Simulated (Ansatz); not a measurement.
```yaml
atoms:
  - { symbol: B, position_ang: [-0.0003, 0.0005, -0.0372] }
  - { symbol: F, position_ang: [0.0127, -0.0212, 1.4179] }
  - { symbol: H, position_ang: [1.1673, 0.0120, -0.4706] }
  - { symbol: H, position_ang: [-0.5941, 1.0188, -0.4399] }
  - { symbol: H, position_ang: [-0.5856, -1.0101, -0.4702] }
```

Geometry: PBE0-D4/def2-TZVPD.

Level of theory: RKS PBE0-D4/def2-TZVPD in Ansatz.

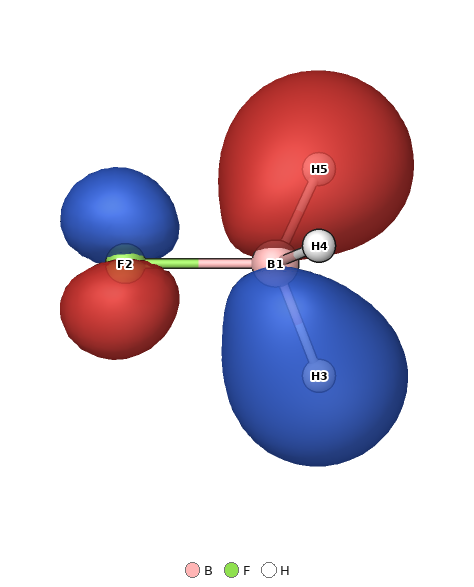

BFH3 (charge −1). The HOMO at ±0.15 Å⁻³ᐟ² (blue and red are the two phases), seen from one side.

**Describe this orbital and give its energy.**

By Hirshfeld shares it lies mainly on B1 (about 30 %), H3 (about 25 %), H5 (about 25 %) and F2 (about 20 %). It is one of a degenerate set, so its orientation is arbitrary. Its energy is −1.58 eV.
